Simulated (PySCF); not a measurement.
## Electronic structure of C2H7NPSi (SMILES C/N=[C]/[SiH2]P) (doublet) in real space

```yaml
atoms:
  - { symbol: C, position_ang: [-2.5141, 0.3190, 0.0000] }
  - { symbol: N, position_ang: [-1.1877, 0.0057, -0.4014] }
  - { symbol: C, position_ang: [-0.2459, -0.5409, 0.1479] }
  - { symbol: Si, position_ang: [1.5269, -0.9509, -0.1389] }
  - { symbol: P, position_ang: [2.5931, 0.5040, 1.2161] }
  - { symbol: H, position_ang: [-3.2012, -0.1703, -0.6924] }
  - { symbol: H, position_ang: [-2.6506, 1.3983, -0.0904] }
  - { symbol: H, position_ang: [-2.7425, 0.0061, 1.0242] }
  - { symbol: H, position_ang: [2.2140, -0.9301, -1.4426] }
  - { symbol: H, position_ang: [1.6702, -2.2864, 0.4508] }
  - { symbol: H, position_ang: [3.0397, 1.3324, 0.2043] }
  - { symbol: H, position_ang: [1.4993, 1.3123, 1.4611] }
```

Geometry: GFN2-xTB.

Computed with UKS B3LYP, pcH-1 on C H N P Si, non-relativistic, mean-field spin-orbit, GIAO (PySCF).

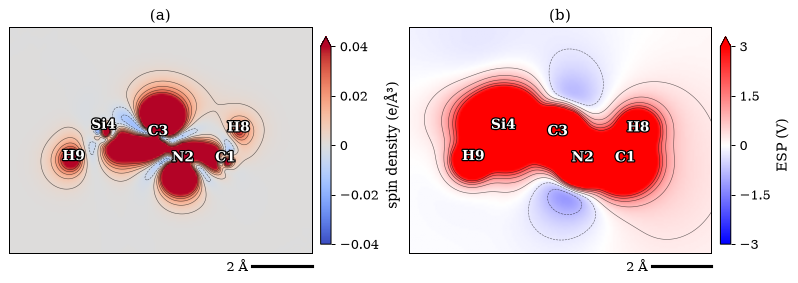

Figure 1. (a) spin density; (b) molecular electrostatic potential on the plane of atoms C1, N2 and C3.

What do the fields say about this system?

The section cuts through C, N, Si and H sites.
The unpaired spin (1 electron) lies mostly on C3 (about 0.5), N2 (about 0.3) and Si4 (about 0.1), in electrons by Hirshfeld's partition.
Outside the dense part of the molecule the potential is most negative (−1.2 V) near N2.

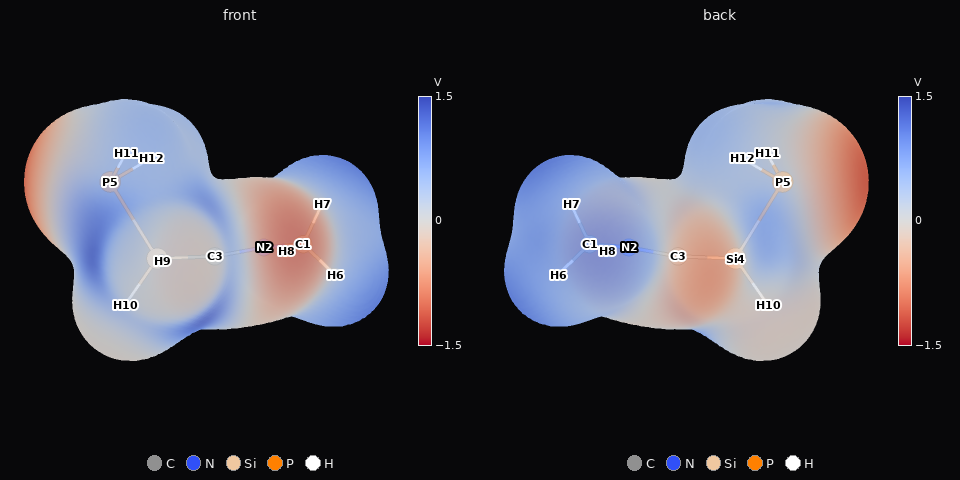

Figure 2. The electrostatic potential painted on the density surface at 0.002 e/bohr³, seen from the front and from behind; the colour scale runs from red (negative) to blue (positive).

Where is the surface potential most negative and most positive?

The most negative region (about −1.1 V, or −25 kcal/mol for a unit charge) lies over P5, the most positive (about +1.2 V, or +28 kcal/mol for a unit charge) over Si4.
